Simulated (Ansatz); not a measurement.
## Fields on a plane of MoSi2 (MoSi2 type, space group I4/mmm)

```
CELL_PARAMETERS angstrom
     -1.59521     1.59521     3.91055
      1.59521    -1.59521     3.91055
      1.59521     1.59521    -3.91055
ATOMIC_POSITIONS crystal
  Mo 0.00000 0.00000 0.00000
  Si 0.33508 0.33508 0.00000
  Si 0.66492 0.66492 0.00000
```

The slice is a (100) plane (indices of the conventional cell) through the point (0.000, 0.000, 0.000) (fractional), spanned by u = [101] and v = [110] in vectors of this cell: u (3.19 Å) and v (7.82 Å, at 90° to u). It covers one period; positions are fractions (u, v).

Atoms on it: Mo at (0.00, 0.00); Si at (0.00, 0.34); Si at (0.00, 0.66).

Method: PBEsol (plane waves to 420 eV, PAW, scalar-relativistic; Ansatz, a program for electronic structure). k mesh 20×20×20. These are valence fields of a PAW run, semicore shells included where kept as valence: close to a nucleus they are smooth pseudo fields. MoSi2 is run without spin polarisation. MoSi2 was relaxed with its symmetry unable to fall. The PAW data are Ansatz's earlier set.

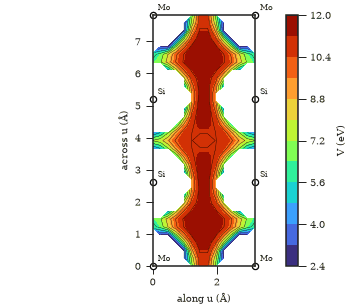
Fig. 1. Electrostatic potential energy of an electron, from the cell's mean, in eV, one period of the plane, atoms marked. Points within 1 Å of a nucleus are left white, as the pseudised field means little there. Values under 3 eV are set to 3. The zero, the cell's mean, hangs on the PAW cores.

```
|@@@@%%**--........--**%%@@|
|@@%%##++--........--++##%%|
|##**++--::........::--++**|
|==----::............::----|
|::::::................::::|
|::::::....        ....::::|
|----::::..        ..::::--|
|::::::::..        ..::::::|
|....::::....    ....::::..|
|    ..::::..    ..::::..  |
|    ..::::........::::..  |
|  ..::::::........::::::..|
|::::::::::........::::::::|
|::::::::::........::::::::|
|::::::::............::::::|
|::::::................::::|
|::::::::............::::::|
|::::::::::........::::::::|
|::::::::::........::::::::|
|  ..::::::........::::::..|
|    ..::::........::::..  |
|    ..::::..    ..::::..  |
|....::::....    ....::::..|
|::::::::..        ..::::::|
|----::::..        ..::::--|
|::::::....        ....::::|
|::::::................::::|
|==----::............::----|
|##**++--::........::--++**|
|@@%%##++--........--++##%%|
|@@@@%%**--........--**%%@@|
|@@@@@@**--::....::--**@@@@|
```
Scale: ten equal steps from -0.87 (start of ' ') to 0.85 (end of '@'), in the order ' .:-=+*#%@'. Values: log₁₀ of the valence density in e/Å³. The map has 13 points along u (two characters each, u = 0 at the left) and 32 along v (v = 0 in the bottom row). The scale is logarithmic, as a density can span decades between atoms and voids.

The density on the Si–Si line (2.58 Å) at its midpoint comes out as 0.34 e/Å³. The ELF at that point is 0.47. ELF maximum in the middle third of the Si–Si line: 0.51, 1.0 Å from Si.
